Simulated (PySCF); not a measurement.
C3H14Si3 (SMILES CCC[SiH]([SiH3])[SiH3])

```xyz
20

C    -1.9708   -0.3882    2.1660
C    -1.9317   -0.9533    0.8170
C    -1.5364    0.0609   -0.2173
Si    0.3505    0.5313   -0.3586
Si    1.6966    2.1318    0.8303
Si    1.3913   -1.4921   -0.1566
H    -2.4148   -0.9647    2.9836
H    -2.6068    0.4926    2.1103
H    -1.0039   -0.0872    2.5545
H    -2.9922   -1.2021    0.5602
H    -1.3760   -1.9345    0.6393
H    -2.1660    0.9455   -0.0425
H    -1.9892   -0.3097   -1.1495
H     0.3735    1.1483   -1.8958
H     1.9009    1.4630    2.2710
H     2.9528    2.1446    0.0869
H     1.2412    3.5299    1.1812
H     0.8483   -2.0528    1.1182
H     0.9451   -2.6105   -1.1791
H     2.8020   -1.3841   -0.0735
```

Geometry: GFN2-xTB, MD frame at 250 fs, 600 K.

Level of theory: PBE0/pcSseg-1, SCF density, gas phase, non-relativistic (PySCF 2.14.0).

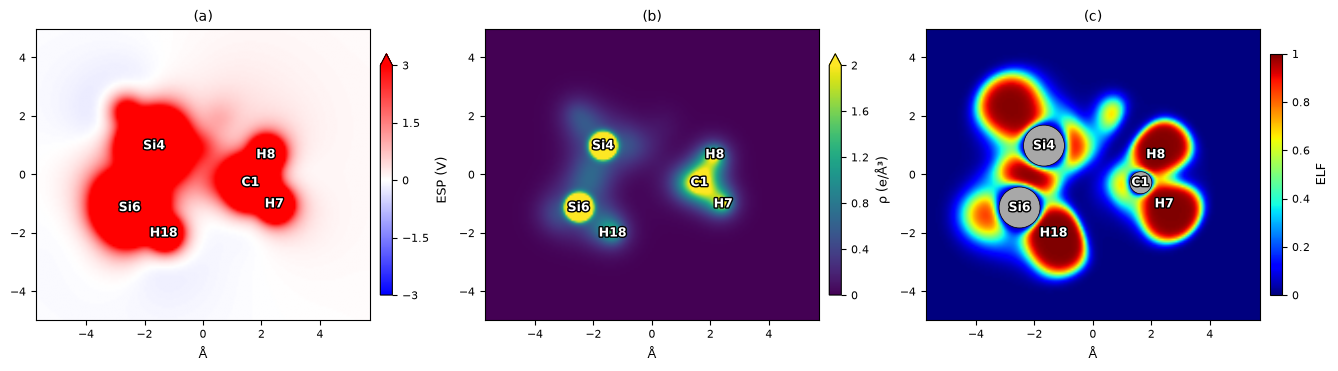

Figure 1. (a) electrostatic potential; (b) electron density; (c) electron localisation function on the plane of atoms H7, C1 and H8. Grey discs cover the atomic cores in the ELF map.

What do the fields say about this system?

- Atoms in the plane: C, Si and H.
- Si–Si (2.28 Å): ρ at the midpoint is about 0.68 e/Å³; the ELF peaks at about 1 between the atoms (a covalent bond).
- C–H (1.09 Å): the density is about 1.9 e/Å³ at the midpoint; the ELF climbs to about 1 towards the hydrogen, as it does in any bond to H (an ordinary covalent bond to hydrogen).
- The potential has no marked negative region in this plane.

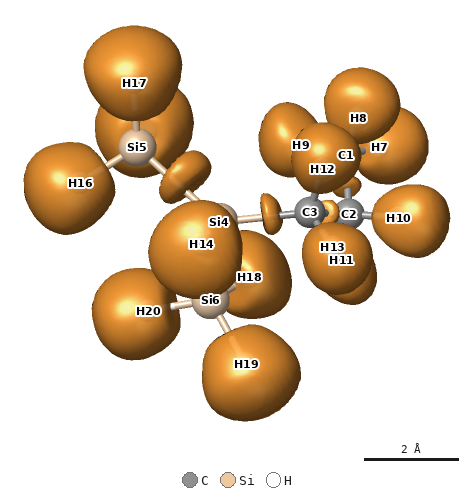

Figure 2. Isosurface of the electron localisation function at 0.9 (orange), seen across its widest extent. Only the valence region is drawn (cores and ρ < 0.01 e/Å³ removed).

Describe the localisation domains.

The ELF exceeds this value in two regions between bonded C–C atoms (shared pairs), one region between bonded C–Si atoms (shared pairs), two regions between bonded Si–Si atoms (shared pairs) and 14 regions around hydrogen nuclei. Profiles from the grid: C–C (1.46 Å): the ELF peaks at about 0.95 between the atoms, as expected for a shared electron pair. C–Si (1.95 Å): the ELF peaks at about 0.95 between the atoms (a shared electron pair).

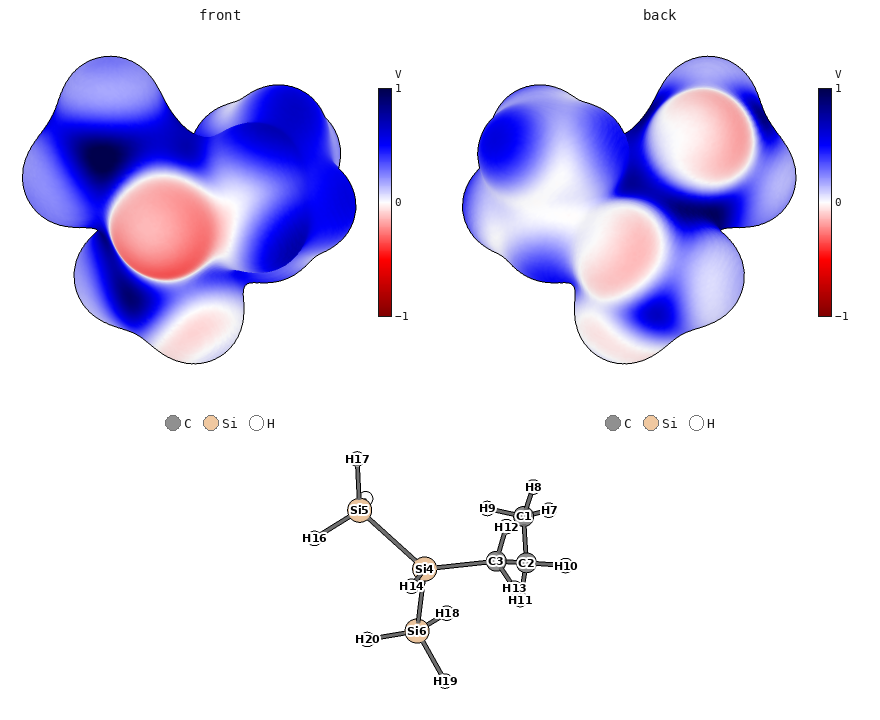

Figure 3. The electrostatic potential painted on the density surface at 0.002 e/bohr³, seen from the front and from behind; red is negative and blue positive. The bare structure is drawn below in the same view.

Describe the electrostatic potential map.

The most negative region (about −0.3 V) lies over H14, the most positive (about +1.0 V) over Si5 and Si6.
